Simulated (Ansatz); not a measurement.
**Nudged elastic band of SiNH6ClOF2**

- system: SiNH6ClOF2
- method: RKS PBE0/6-31G* (Ansatz 0.2.0)

One setting was made poor on purpose. It belongs to a series of runs on one base structure; here: band between the two ends. Figures and captions count atoms from 1; the log counts them from 0 in places.

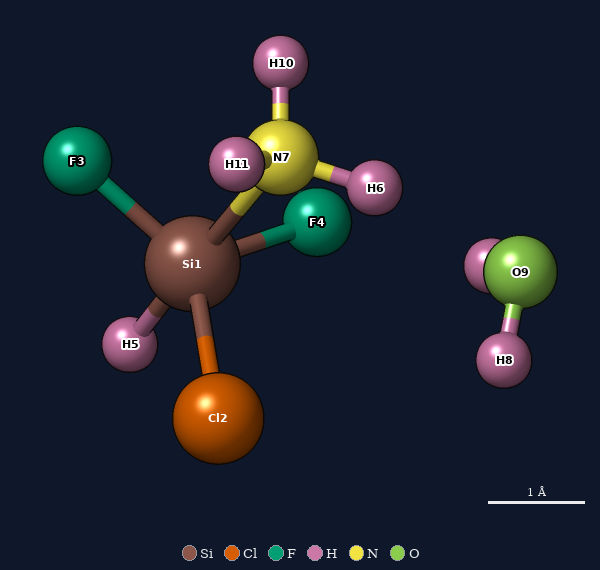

Figure 1. The input geometry (ball-and-stick view, seen at a tilt; atoms are numbered from 1 in the order of the input).

### Input file
```yaml
crystal:
  periodic: [false, false, false]
  atoms:
    - { symbol: Si, position_ang: [-0.536646, 0.927343, -0.824552] }
    - { symbol: Cl, position_ang: [1.557073, 0.892823, -1.21794] }
    - { symbol: F, position_ang: [-1.609243, 0.389035, -1.918221] }
    - { symbol: F, position_ang: [-0.992984, 0.998918, 0.750877] }
    - { symbol: H, position_ang: [-0.670666, 2.374963, -1.114464] }
    - { symbol: H, position_ang: [0.278804, -1.134934, 0.437819] }
    - { symbol: "N", position_ang: [-0.308632, -1.038255, -0.410286] }
    - { symbol: H, position_ang: [1.872177, -0.06533, 1.660266] }
    - { symbol: O, position_ang: [1.082572, -0.520405, 1.985744] }
    - { symbol: H, position_ang: [-1.21664, -1.463401, -0.226174] }
    - { symbol: H, position_ang: [0.123417, -1.546237, -1.179567] }
    - { symbol: H, position_ang: [0.420771, 0.18558, 2.056497] }
basis:
  gaussian: { orbitals: "6-31G*" }
hamiltonian:
  xc: pbe0
neb:
  order_check: false
  images: 3
  f_tol: 0.03
  max_iterations: 60
  climbing: false
  final_atoms:
    - { symbol: Si, position_ang: [-1.32059864, 0.72484385, -0.81655142] }
    - { symbol: Cl, position_ang: [2.84999917, 0.20567604, -0.44191736] }
    - { symbol: F, position_ang: [-2.3455491, 0.64365865, -2.03976466] }
    - { symbol: F, position_ang: [-2.2143278, 1.03549597, 0.47150176] }
    - { symbol: H, position_ang: [-0.33588861, 1.79421434, -1.03914709] }
    - { symbol: H, position_ang: [0.35368317, -0.68539311, 1.17025271] }
    - { symbol: "N", position_ang: [-0.49367242, -0.75919573, -0.5280531] }
    - { symbol: H, position_ang: [2.17468528, -0.10930162, 0.68500744] }
    - { symbol: O, position_ang: [1.10915856, -0.55599501, 1.79297525] }
    - { symbol: H, position_ang: [-1.02250799, -1.62423179, -0.57943109] }
    - { symbol: H, position_ang: [0.38528629, -0.85697744, -1.03389485] }
    - { symbol: H, position_ang: [0.8597351, 0.18730585, 2.35902142] }
  initial_path:
    images:
      - { positions_ang: [[-0.536646, 0.927343, -0.824552], [1.557073, 0.892823, -1.21794], [-1.609243, 0.389035, -1.918221], [-0.992984, 0.998918, 0.750877], [-0.670666, 2.374963, -1.114464], [0.278804, -1.134934, 0.437819], [-0.308632, -1.038255, -0.410286], [1.872177, -0.06533, 1.660266], [1.082572, -0.520405, 1.985744], [-1.21664, -1.463401, -0.226174], [0.123417, -1.546237, -1.179567], [0.420771, 0.18558, 2.056497]] }
      - { positions_ang: [[-0.66031084, 0.93360369, -0.9080869], [1.60412309, 1.04761265, -0.87979446], [-0.97566318, 0.52185759, -2.20592791], [-1.67735051, 0.81960943, -0.2354216], [-0.78404996, 2.28217258, -0.70803923], [0.36387931, -1.03957559, 0.67416563], [-0.44741975, -0.96211602, -0.17346525], [1.88809716, -0.01767682, 1.19723271], [1.30582712, -0.67723257, 1.78551148], [-1.34086319, -1.26995475, 0.14885564], [-0.15161287, -1.57329771, -0.90707231], [0.87534663, -0.06490248, 2.21204121]] }
      - { positions_ang: [[-0.78397568, 0.93986437, -0.9916218], [1.65117317, 1.20240231, -0.54164893], [-0.34208337, 0.65468019, -2.49363483], [-2.36171702, 0.64030085, -1.2217202], [-0.89743392, 2.18938216, -0.30161446], [0.44895462, -0.94421718, 0.91051227], [-0.58620749, -0.88597704, 0.0633555], [1.90401732, 0.02997636, 0.73419943], [1.52908224, -0.83406014, 1.58527895], [-1.46508637, -1.07650849, 0.52388529], [-0.42664275, -1.60035842, -0.63457763], [1.32992225, -0.31538496, 2.36758541]] }
      - { positions_ang: [[-1.05228716, 0.83235411, -0.90408661], [2.25058617, 0.70403917, -0.49178315], [-1.34381623, 0.64916942, -2.26669974], [-2.28802241, 0.83789841, -0.37510922], [-0.61666127, 1.99179825, -0.67038078], [0.40131889, -0.81480515, 1.04038249], [-0.53993996, -0.82258639, -0.2323488], [2.0393513, -0.03966263, 0.70960343], [1.3191204, -0.69502757, 1.6891271], [-1.24379718, -1.35037014, -0.0277729], [-0.02067823, -1.22866793, -0.83423624], [1.09482867, -0.06403956, 2.36330342]] }
      - { positions_ang: [[-1.32059864, 0.72484385, -0.81655142], [2.84999917, 0.20567604, -0.44191736], [-2.3455491, 0.64365865, -2.03976466], [-2.2143278, 1.03549597, 0.47150176], [-0.33588861, 1.79421434, -1.03914709], [0.35368317, -0.68539311, 1.17025271], [-0.49367242, -0.75919573, -0.5280531], [2.17468528, -0.10930162, 0.68500744], [1.10915856, -0.55599501, 1.79297525], [-1.02250799, -1.62423179, -0.57943109], [0.38528629, -0.85697744, -1.03389485], [0.8597351, 0.18730585, 2.35902142]] }
```

Machine: 2 threads of AMD EPYC (Zen 3), 16 GiB of memory available, shared host.

Run as:
```bash
ansatz run input.yaml --threads 2 --pin off --max-ram 3072MiB --backend cpu --events-out ev --progress --plain --runs-dir out
```

### The program's output
```
Engine: ansatz 0.2.0, x86_64-unknown-linux-gnu
Functional definition: PBE0
  parameter a = 0.25
  parameter kappa = 0.804
  parameter beta = 0.06672455060314922
  exchange = (1 - a)*pbe_x(kappa = kappa, mu = beta*pi^2/3) + a*exact_x
  correlation = pbe_c(beta = beta)
1135 factors; integrals over basis functions are off by at most 5.2e-4 eV
mean field evaluation 1: about -29449.0938 eV, gradient 6.5e1 eV
mean field evaluation 2: about -29444.9133 eV, gradient 8.2e1 eV
mean field evaluation 4: about -29456.1351 eV, gradient 2.2e0 eV
mean field evaluation 8: about -29456.1785 eV, gradient 1.2e-1 eV
mean field evaluation 16: about -29456.1786 eV, gradient 2.6e-5 eV
mean field -29456.17857453 eV, -1082.4945964991 hartree, gradient 2.6e-5 eV, S^2 0.000000; 0 other end points of the search recorded, 0 dependent functions left out
the calculation of the forces begins
reference -29456.17860029 eV, -1082.4945974458 hartree; 35, 35 occupied and 75, 75 virtual orbitals, 1135 factors
1133 factors; integrals over basis functions are off by at most 6.1e-4 eV
mean field evaluation 32: about -29455.5857 eV, gradient 7.1e-5 eV
mean field -29455.58565500 eV, -1082.4728071080 hartree, gradient 7.2e-5 eV, S^2 0.000000; 0 other end points of the search recorded, 0 dependent functions left out
[... from here on the field's lines of each further geometry are left out, up to the last ...]
NEB iter   1: max|band force component| = 3.815e1 eV/Å  barrier→ = 9.1460 eV  barrier← = 8.5531 eV  Δτ_max = 0.2000 Å  (132 SCF iters)
NEB iter   2: max|band force component| = 1.294e1 eV/Å  barrier→ = 2.3489 eV  barrier← = 1.7560 eV  Δτ_max = 0.1950 Å  (88 SCF iters)
NEB iter   3: max|band force component| = 6.012e0 eV/Å  barrier→ = 0.9307 eV  barrier← = 0.3378 eV  Δτ_max = 0.2000 Å  (84 SCF iters)
NEB iter   4: max|band force component| = 1.919e0 eV/Å  barrier→ = 0.7459 eV  barrier← = 0.1529 eV  Δτ_max = 0.2000 Å  (87 SCF iters)
NEB iter   5: max|band force component| = 2.261e0 eV/Å  barrier→ = 0.6647 eV  barrier← = 0.0718 eV  Δτ_max = 0.1009 Å  (83 SCF iters)
NEB iter   6: max|band force component| = 7.280e-1 eV/Å  barrier→ = 0.6353 eV  barrier← = 0.0424 eV  Δτ_max = 0.1986 Å  (85 SCF iters)
NEB iter   7: max|band force component| = 7.754e-1 eV/Å  barrier→ = 0.6210 eV  barrier← = 0.0281 eV  Δτ_max = 0.1006 Å  (83 SCF iters)
NEB iter   8: max|band force component| = 3.369e-1 eV/Å  barrier→ = 0.6138 eV  barrier← = 0.0209 eV  Δτ_max = 0.1986 Å  (84 SCF iters)
NEB iter   9: max|band force component| = 4.748e-1 eV/Å  barrier→ = 0.6097 eV  barrier← = 0.0168 eV  Δτ_max = 0.0940 Å  (83 SCF iters)
NEB iter  10: max|band force component| = 6.032e-1 eV/Å  barrier→ = 0.6074 eV  barrier← = 0.0144 eV  Δτ_max = 0.0469 Å  (85 SCF iters)
NEB iter  11: max|band force component| = 4.024e-1 eV/Å  barrier→ = 0.6056 eV  barrier← = 0.0127 eV  Δτ_max = 0.0473 Å  (85 SCF iters)
NEB iter  12: max|band force component| = 2.936e-1 eV/Å  barrier→ = 0.6047 eV  barrier← = 0.0118 eV  Δτ_max = 0.0470 Å  (86 SCF iters)
NEB iter  13: max|band force component| = 1.879e-1 eV/Å  barrier→ = 0.6042 eV  barrier← = 0.0113 eV  Δτ_max = 0.0399 Å  (80 SCF iters)
NEB iter  14: max|band force component| = 1.990e-1 eV/Å  barrier→ = 0.6036 eV  barrier← = 0.0106 eV  Δτ_max = 0.0169 Å  (86 SCF iters)
NEB iter  15: max|band force component| = 8.102e-2 eV/Å  barrier→ = 0.6034 eV  barrier← = 0.0105 eV  Δτ_max = 0.0111 Å  (68 SCF iters)
the calculation of the forces begins
reference -29455.60460228 eV, -1082.4735034080 hartree; 35, 35 occupied and 75, 75 virtual orbitals, 1135 factors
1135 factors; integrals over basis functions are off by at most 6.6e-4 eV
mean field -29455.57522909 eV, -1082.4724239632 hartree, gradient 1.7e-5 eV, S^2 0.000000; 1 other end points of the search recorded, 0 dependent functions left out
the calculation of the forces begins
reference -29455.57525770 eV, -1082.4724250144 hartree; 35, 35 occupied and 75, 75 virtual orbitals, 1135 factors
NEB iter  16: max|band force component| = 2.730e-2 eV/Å  barrier→ = 0.6033 eV  barrier← = 0.0104 eV  Δτ_max = 0.0000 Å  (149 SCF iters)
```

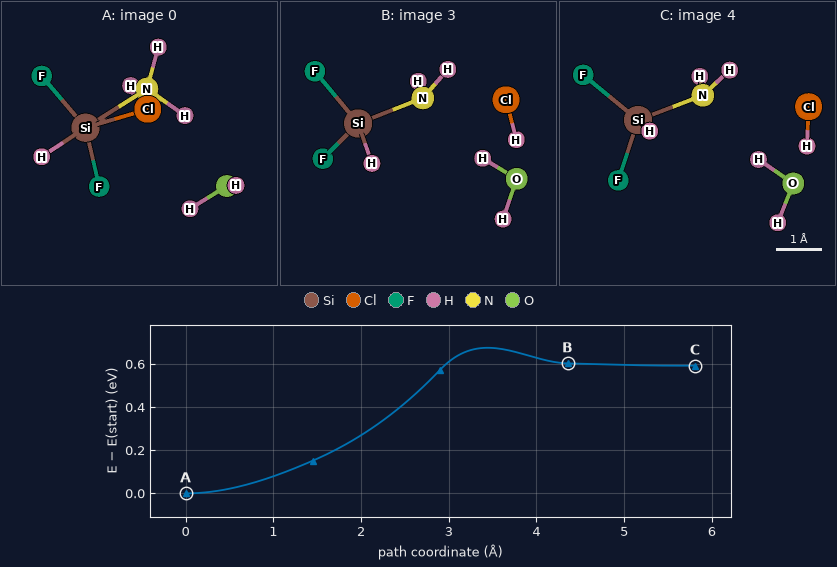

Figure 2. Images of the last band (counted from 0; ball-and-stick, seen at a tilt) above the energy along the path; the line is a cubic interpolation that uses the forces. The highest image is number 3, 0.603 eV above the start and 0.010 eV above the end; the end lies 0.593 eV above the start. The path is 5.81 Å long. The band converged in 16 iterations.

```
Total energy: -29455.57525770 eV, -1082.4724250144 hartree
Atom 0 at    -1.239667     0.714922    -0.827931 Å, force    -0.006522     0.003809     0.000979 eV/Å
Atom 1 at     2.692442     0.201701    -0.611886 Å, force     0.004601     0.000087     0.003098 eV/Å
Atom 2 at    -1.507639     0.881893    -2.392880 Å, force    -0.006675    -0.004897     0.000631 eV/Å
Atom 3 at    -2.660773     0.783497    -0.101927 Å, force     0.004493     0.005459     0.004536 eV/Å
Atom 4 at    -0.370323     1.809616    -0.373165 Å, force     0.002030    -0.000616    -0.006715 eV/Å
Atom 5 at     0.361317    -0.644480     1.251660 Å, force    -0.001568    -0.001023    -0.000123 eV/Å
Atom 6 at    -0.579115    -0.818393    -0.390116 Å, force     0.001719    -0.001578     0.000864 eV/Å
Atom 7 at     2.127669    -0.072389     0.583630 Å, force    -0.000598    -0.001709     0.002372 eV/Å
Atom 8 at     1.165270    -0.478410     1.801250 Å, force     0.000618    -0.000164    -0.000363 eV/Å
Atom 9 at    -1.227881    -1.599922    -0.397258 Å, force     0.004102    -0.001981    -0.002746 eV/Å
Atom 10 at     0.275510    -1.077214    -0.880145 Å, force     0.001302     0.003426    -0.004220 eV/Å
Atom 11 at     0.963193     0.299279     2.338767 Å, force    -0.003501    -0.000812     0.001688 eV/Å
Dipole moment:    -0.468047    -0.165482     0.377714 e Å
this run last wrote the band of iteration 16 to [file]
```

### The last band as extended XYZ (Å, eV, eV/Å)
```
12
Properties=species:S:1:pos:R:3:forces:R:3 image=0 energy=-29456.17858
Si   -0.5366    0.9273   -0.8246    0.0018  -0.0027   0.0008
Cl    1.5571    0.8928   -1.2179   -0.0002  -0.0001  -0.0026
F    -1.6092    0.3890   -1.9182    0.0008  -0.0009  -0.0002
F    -0.9930    0.9989    0.7509    0.0004  -0.0002   0.0002
H    -0.6707    2.3750   -1.1145   -0.0012   0.0035   0.0002
H     0.2788   -1.1349    0.4378    0.0020  -0.0021   0.0021
N    -0.3086   -1.0383   -0.4103   -0.0015   0.0052  -0.0008
H     1.8722   -0.0653    1.6603   -0.0009   0.0002   0.0009
O     1.0826   -0.5204    1.9857   -0.0023   0.0010   0.0000
H    -1.2166   -1.4634   -0.2262   -0.0012  -0.0015   0.0004
H     0.1234   -1.5462   -1.1796    0.0005  -0.0014  -0.0014
H     0.4208    0.1856    2.0565    0.0018  -0.0011   0.0003
12
Properties=species:S:1:pos:R:3:forces:R:3 image=1 energy=-29456.02647
Si   -0.6296    0.9065   -0.8509    0.0394   0.0193  -0.0063
Cl    1.5713    0.8455   -0.9483   -0.0594   0.0607   0.0151
F    -1.2317    0.4838   -2.2834   -0.0151  -0.0401   0.0070
F    -1.7750    0.8502    0.3168    0.0954   0.0199   0.0776
H    -0.5600    2.3829   -0.8692   -0.0297   0.0604  -0.1014
H     0.0611   -1.0135    0.5923   -0.0057  -0.0315  -0.0285
N    -0.4083   -0.9925   -0.3344    0.0147  -0.0259  -0.0090
H     1.8613   -0.1093    1.2582   -0.0013  -0.0066   0.0401
O     1.2672   -0.5524    1.8880    0.0091  -0.0025   0.0202
H    -1.3152   -1.4511   -0.2581   -0.0075   0.0128  -0.0156
H     0.1762   -1.5065   -0.9909   -0.0164  -0.0397  -0.0228
H     0.9827    0.1566    2.4800   -0.0236  -0.0268   0.0236
12
Properties=species:S:1:pos:R:3:forces:R:3 image=2 energy=-29455.60458
Si   -0.8563    0.8151   -0.8278    0.1573   0.0290   0.0493
Cl    1.9549    0.4517   -0.9252   -0.3462   0.1340  -0.1907
F    -1.0084    0.7952   -2.4080    0.1567  -0.0713   0.0152
F    -2.3780    0.7800   -0.2870    0.1072  -0.0230  -0.0394
H    -0.2778    1.9963   -0.2057    0.0186   0.0745   0.0718
H     0.0208   -0.8106    0.7248   -0.1284  -0.0711  -0.2424
N    -0.4568   -0.8860   -0.2437    0.0572  -0.0437   0.0656
H     1.7791   -0.1563    1.0758   -0.1366   0.0024   0.1778
O     1.1813   -0.4939    1.8001    0.0395  -0.0152  -0.0158
H    -1.2683   -1.5078   -0.2296   -0.0155   0.0347   0.1067
H     0.2898   -1.2507   -0.8478    0.0152  -0.0611   0.0121
H     1.0197    0.2671    2.3741    0.0750   0.0107  -0.0102
12
Properties=species:S:1:pos:R:3:forces:R:3 image=3 energy=-29455.57523
Si   -1.2397    0.7149   -0.8279   -0.0065   0.0038   0.0010
Cl    2.6924    0.2017   -0.6119    0.0046   0.0001   0.0031
F    -1.5076    0.8819   -2.3929   -0.0067  -0.0049   0.0006
F    -2.6608    0.7835   -0.1019    0.0045   0.0055   0.0045
H    -0.3703    1.8096   -0.3732    0.0020  -0.0006  -0.0067
H     0.3613   -0.6445    1.2517   -0.0016  -0.0010  -0.0001
N    -0.5791   -0.8184   -0.3901    0.0017  -0.0016   0.0009
H     2.1277   -0.0724    0.5836   -0.0006  -0.0017   0.0024
O     1.1653   -0.4784    1.8013    0.0006  -0.0002  -0.0004
H    -1.2279   -1.5999   -0.3973    0.0041  -0.0020  -0.0027
H     0.2755   -1.0772   -0.8801    0.0013   0.0034  -0.0042
H     0.9632    0.2993    2.3388   -0.0035  -0.0008   0.0017
12
Properties=species:S:1:pos:R:3:forces:R:3 image=4 energy=-29455.58565
Si   -1.3206    0.7248   -0.8166   -0.0090   0.0135  -0.0064
Cl    2.8500    0.2057   -0.4419   -0.0035  -0.0015   0.0061
F    -2.3455    0.6437   -2.0398    0.0097   0.0021   0.0130
F    -2.2143    1.0355    0.4715    0.0110  -0.0040  -0.0107
H    -0.3359    1.7942   -1.0391   -0.0111  -0.0121   0.0016
H     0.3537   -0.6854    1.1703    0.0022   0.0013   0.0041
N    -0.4937   -0.7592   -0.5281    0.0029  -0.0012   0.0024
H     2.1747   -0.1093    0.6850    0.0036   0.0028  -0.0058
O     1.1092   -0.5560    1.7930   -0.0053   0.0043   0.0013
H    -1.0225   -1.6242   -0.5794   -0.0010   0.0009  -0.0009
H     0.3853   -0.8570   -1.0339   -0.0008  -0.0001  -0.0003
H     0.8597    0.1873    2.3590    0.0013  -0.0061  -0.0044
```

### Results in brief

```csv
quantity,value
outcome,converged
"barrier, forward",0.603 eV
"barrier, backward",0.010 eV
wall time,2.2 min (CPU time 4.2 min)
peak memory,0.29 GiB
```

### Remarks

A deliberately poor setting: few images. The order of the saddle point was not checked.
